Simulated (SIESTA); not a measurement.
Band structure of AlN (P6_3mc, 4 atoms in the cell).

```
CELL_PARAMETERS angstrom
      3.12859     0.00000     0.00000
     -1.56429     2.70944     0.00000
      0.00000     0.00000     5.01696
ATOMIC_POSITIONS crystal
  Al 0.66667 0.33333 0.49929
  Al 0.33333 0.66667 0.99929
  N  0.66667 0.33333 0.88071
  N  0.33333 0.66667 0.38071
```

Computed with GGA PBE, numerical atomic orbitals TZP, PseudoDojo PBE standard norm-conserving potentials (rewritten from UPF to PSML) (SIESTA).

Settings: XC.functional = GGA; XC.authors = PBE; potentials = PseudoDojo PBE standard; PAO.BasisSize = TZP; PAO.EnergyShift = 0.005 Ry; MeshCutoff = 300 Ry; kgrid.MonkhorstPack = 10 10 6; OccupationFunction = FD; ElectronicTemperature = 20 meV; MaxSCFIterations = 150; SCF.Mixer.Method = Broyden; SCF.Mixer.Weight = 0.25; SCF.Mixer.History = 6; SCF.DM.Tolerance = 1.0E-04.

The starting cell comes from a database of computed structures (which also holds hypothetical and non-ambient phases and stackings), without a prior relaxation at this level. Values carry the incompleteness of an atom-centred basis.

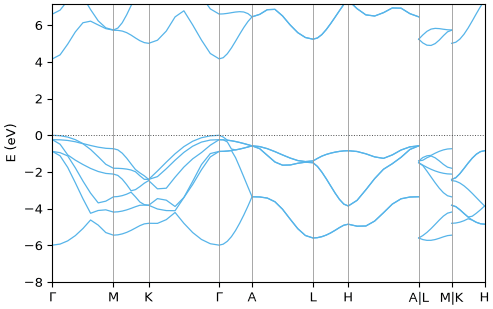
Figure. Bands along the path, energies from the top of the valence band on the path.

Read off roughly the gap and where its edges lie.

The gap along the path is about 4.2 eV (computed: 4.17 eV), direct at Γ to within 0.01 eV.

Levels in eV from the top of the valence band on the path, bands 5 to 9:
| point | 5 | 6 | 7 | 8 | 9 |
|---|---|---|---|---|---|
| Γ | -0.88 | -0.24 | -0.24 | 0.00 | 4.17 |
| M | -3.35 | -2.11 | -1.79 | -0.73 | 5.73 |
| K | -3.81 | -2.47 | -2.40 | -2.40 | 5.01 |
| A | -0.57 | -0.57 | -0.57 | -0.57 | 6.46 |
| L | -1.49 | -1.49 | -1.40 | -1.40 | 5.24 |
| H | -3.85 | -3.85 | -0.84 | -0.84 | 7.36 |

Higher empty bands are left out: an atom-centred basis made for the valence describes them poorly.
